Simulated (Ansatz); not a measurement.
**SiH4 (silane) at 4 levels**

Wanted: a comparison of 4 runs (B2PLYP/cc-pVTZ, CAM-B3LYP/cc-pVTZ, HSE06/cc-pVTZ, BCCD(T)/cc-pVTZ) of SiH4 (silane). 

The results are computed with Ansatz 0.2.0.

34 further runs of the same task are left out: 34 set aside as unsound or not needed.

## (1) The structure to begin with

SiH4 has 5 atoms, charge 0, and is taken as a singlet. SMILES: `[SiH4]`. The Si1–H5 distance was set to 2.672 Å, away from the relaxed value. At this shape a bond of the SMILES string is far longer than usual.

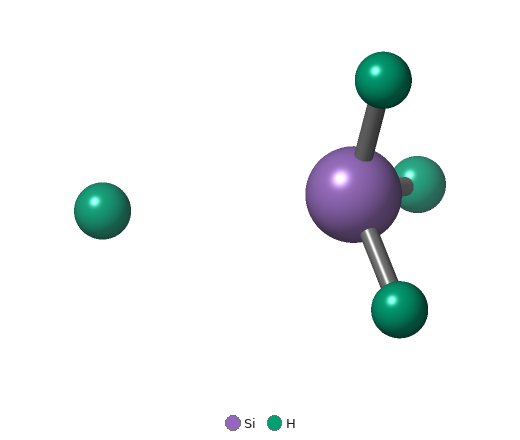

The structure, seen from a chosen angle (silicon purple, hydrogen teal).

## (2) A single-point energy at B2PLYP/cc-pVTZ (run 1)

The input, input.yaml:

```yaml
crystal:
  periodic: [false, false, false]
  atoms:
    - {symbol: Si, position_ang: [-0.374786, -1.106999, 0.211172]}
    - {symbol: H, position_ang: [0.592814, -1.795399, 1.102172]}
    - {symbol: H, position_ang: [-1.705786, -1.062099, 0.867272]}
    - {symbol: H, position_ang: [-0.479886, -1.847299, -1.071328]}
    - {symbol: H, position_ang: [0.468500, 1.383800, -0.264200]}
basis:
  gaussian: {orbitals: cc-pVTZ}
hamiltonian: {xc: {name: B2PLYP}}
correlation: {frozen_orbitals: {H: 0, Si: 5}}
accuracy: high
output: {orbitals: {seedname: orbitals}}
```

Launch:

```console
$ ansatz run input.yaml --threads 1 --pin off --max-ram 3480MiB --events-out events.jsonl --progress --plain --runs-dir runs
```

The program printed:

```text
Warning: RAYON_NUM_THREADS=1 ignored (pool sized by the plan → 1); use --threads N
Functional definition: B2PLYP
  name "B2PLYP"
  parameter a = 0.53
  parameter c = 0.27
  exchange = (1 - a)*b88_x + a*exact_x
  correlation = (1 - c)*lyp_c + c*(mp2_os + mp2_ss)
1469 factors; integrals over basis functions are off by at most 3.8e-9 eV
mean field evaluation 1: about -7934.2841 eV, gradient 6.3e0 eV
mean field evaluation 2: about -7934.2819 eV, gradient 6.3e0 eV
mean field evaluation 4: about -7934.4332 eV, gradient 1.1e0 eV
mean field evaluation 8: about -7934.4385 eV, gradient 2.1e-3 eV
mean field evaluation 16: about -7934.4385 eV, gradient 5.3e-8 eV
mean field -7934.43852353 eV, -291.5852375841 hartree, gradient 5.2e-8 eV, S^2 0.000000; 0 other end points of the search recorded, 0 dependent functions left out; unrestricted orbitals would lower it
5 core orbitals not correlated: weight in the atoms' cores, before any rotation towards them, 1.000 or more for the frozen orbitals, at most 0.000 for the correlated occupied ones
reference -7934.43854799 eV, -291.5852384831 hartree; 4, 4 occupied and 81, 81 virtual orbitals, 1469 factors
second order -5.33239480 eV of doubles, -0.00000000 eV of singles
Total energy: -7935.87829459 eV, -291.6381481946 hartree
```

It took 4.2 s on 1 thread of Arm Neoverse V1, shared host; peak memory 0.18 GiB.

## (3) The energy at CAM-B3LYP/cc-pVTZ (run 2)

The input, run.yaml:

```yaml
crystal:
  periodic: [false, false, false]
  atoms:
    - {symbol: Si, position_ang: [-0.374786, -1.106999, 0.211172]}
    - {symbol: H, position_ang: [0.592814, -1.795399, 1.102172]}
    - {symbol: H, position_ang: [-1.705786, -1.062099, 0.867272]}
    - {symbol: H, position_ang: [-0.479886, -1.847299, -1.071328]}
    - {symbol: H, position_ang: [0.468500, 1.383800, -0.264200]}
basis:
  gaussian:
    orbitals: cc-pVTZ
hamiltonian:
  xc: {name: CAM-B3LYP}
accuracy: high
output:
  orbitals: {seedname: orbitals}
```

Launch:

```console
$ ansatz run run.yaml --threads 1 --pin off --max-ram 3480MiB --events-out events.jsonl --progress --plain --runs-dir runs
```

The program printed:

```text
Warning: RAYON_NUM_THREADS=1 ignored (pool sized by the plan → 1); use --threads N
Functional definition: CAM-B3LYP
  name "CAM-B3LYP"
  parameter alpha = 0.19
  parameter beta = 0.46
  parameter omega = 0.33/bohr
  parameter ac = 0.81
  exchange = (1 - alpha - beta)*b88_x + beta*b88_x_sr(omega) + alpha*exact_x + beta*exact_x_lr(omega)
  correlation = (1 - ac)*vwn5_c + ac*lyp_c
1469 factors; integrals over basis functions are off by at most 3.8e-9 eV
323 factors; integrals over basis functions are off by at most 2.2e-9 eV
mean field evaluation 1: about -7939.2296 eV, gradient 6.4e0 eV
mean field evaluation 2: about -7939.3464 eV, gradient 1.9e0 eV
mean field evaluation 4: about -7939.3630 eV, gradient 1.4e-1 eV
mean field evaluation 8: about -7939.3585 eV, gradient 6.0e-3 eV
mean field evaluation 16: about -7939.3585 eV, gradient 4.4e-8 eV
mean field -7939.35852051 eV, -291.7660441384 hartree, gradient 4.6e-8 eV, S^2 0.000000; 0 other end points of the search recorded, 0 dependent functions left out
reference -7939.35853899 eV, -291.7660448174 hartree; 9, 9 occupied and 81, 81 virtual orbitals, 1469 factors
Total energy: -7939.35853899 eV, -291.7660448174 hartree
```

Run time: 3.3 s. Hardware: 1 thread of Arm Neoverse V1, shared host; peak memory 0.2 GiB.

## (4) The energy at HSE06/cc-pVTZ (run 3)

The input, in.yaml:

```yaml
crystal:
  periodic: [false, false, false]
  atoms:
    - {symbol: Si, position_ang: [-0.374786, -1.106999, 0.211172]}
    - {symbol: H, position_ang: [0.592814, -1.795399, 1.102172]}
    - {symbol: H, position_ang: [-1.705786, -1.062099, 0.867272]}
    - {symbol: H, position_ang: [-0.479886, -1.847299, -1.071328]}
    - {symbol: H, position_ang: [0.468500, 1.383800, -0.264200]}
basis:
  gaussian: {orbitals: cc-pVTZ}
hamiltonian: {xc: {name: HSE06}}
accuracy: high
output: {orbitals: {seedname: orbitals}}
```

Launch:

```console
$ ansatz run in.yaml --threads 1 --pin off --max-ram 3480MiB --events-out events.jsonl --progress --plain --runs-dir runs
```

The program printed:

```text
Warning: RAYON_NUM_THREADS=1 ignored (pool sized by the plan → 1); use --threads N
Functional definition: HSE06
  name "HSE06"
  parameter a = 0.25
  parameter omega = 0.11/bohr
  exchange = pbe_x - a*pbe_x_sr(omega) + a*exact_x_sr(omega)
  correlation = pbe_c
1469 factors; integrals over basis functions are off by at most 3.8e-9 eV
77 factors; integrals over basis functions are off by at most 1.0e-9 eV
mean field evaluation 1: about -7935.3929 eV, gradient 8.6e0 eV
mean field evaluation 2: about -7935.5210 eV, gradient 4.7e0 eV
mean field evaluation 4: about -7935.6486 eV, gradient 6.4e-1 eV
mean field evaluation 8: about -7935.6458 eV, gradient 2.6e-2 eV
mean field evaluation 16: about -7935.6458 eV, gradient 5.7e-7 eV
mean field -7935.64582536 eV, -291.6296051081 hartree, gradient 4.2e-8 eV, S^2 0.000000; 0 other end points of the search recorded, 0 dependent functions left out
reference -7935.64582875 eV, -291.6296052328 hartree; 9, 9 occupied and 81, 81 virtual orbitals, 1469 factors
Total energy: -7935.64582875 eV, -291.6296052328 hartree
```

Wall time 3.3 s (1 thread of Arm Neoverse V1, shared host); peak memory 0.18 GiB.

## (5) The energy at BCCD(T)/cc-pVTZ (run 4)

The input, job.yaml:

```yaml
crystal:
  periodic: [false, false, false]
  atoms:
    - symbol: Si
      position_ang: [-0.374786, -1.106999, 0.211172]
    - symbol: H
      position_ang: [0.592814, -1.795399, 1.102172]
    - symbol: H
      position_ang: [-1.705786, -1.062099, 0.867272]
    - symbol: H
      position_ang: [-0.479886, -1.847299, -1.071328]
    - symbol: H
      position_ang: [0.468500, 1.383800, -0.264200]
basis:
  gaussian:
    orbitals: cc-pVTZ
correlation:
  method: bccd_t
  frozen_orbitals: {H: 0, Si: 5}
accuracy: high
scf:
  omitted_lower_state_checks: [cluster_reference, increment]
```

Launch:

```console
$ ansatz run job.yaml --threads 1 --pin off --max-ram 3480MiB --events-out events.jsonl --progress --plain --runs-dir runs
```

The program printed:

```text
Warning: RAYON_NUM_THREADS=1 ignored (pool sized by the plan → 1); use --threads N
[... 12 lines left out ...]
5 core orbitals not correlated: weight in the atoms' cores, before any rotation towards them, 1.000 or more for the frozen orbitals, at most 0.000 for the correlated occupied ones
[... 26 lines left out ...]
Total energy: -7927.31202262 eV, -291.3233435063 hartree
Checks for a lower state left out: cluster_reference, increment
```

It took 8.1 s on 1 thread of Arm Neoverse V1, shared host; peak memory 0.6 GiB.

## (6) All runs side by side

```
run              level  frozen core orbitals  energy (Eh)  HOMO energy (eV)  LUMO energy (eV)  HOMO–LUMO gap (eV)  wall time
  1     B2PLYP/cc-pVTZ                     5  -291.638148             -8.00             -1.69                6.30      4.2 s
  2  CAM-B3LYP/cc-pVTZ                     –  -291.766045             -8.47             -1.82                6.65      3.3 s
  3      HSE06/cc-pVTZ                     –  -291.629605             -6.90             -3.22                3.69      3.3 s
  4    BCCD(T)/cc-pVTZ                     5  -291.323344                 –                 –                   –      8.1 s
```

## (7) Summary of results

```
                                          quantity          value
                               run 4: total energy  -291.32334 Eh
run 4: correlation energy (5 core orbitals frozen)     -200.9 mEh
                             run 4: (T) correction      -7.49 mEh
```

**Reading.** Over runs 1, 2, 3 the HOMO–LUMO gap runs from 3.69 eV (HSE06/cc-pVTZ) to 6.65 eV (CAM-B3LYP/cc-pVTZ). Totals of different functionals can't be ranked against each other. In runs 1, 4 the log says that unrestricted orbitals would lower the reference, so the values rest on an unstable closed-shell determinant (other closed-shell runs at this shape may share the fault). In runs 1, 2, 3 a closed-shell determinant meets a far-stretched bond, which it describes badly. All runs together took 19 s, the longest 8.1 s.
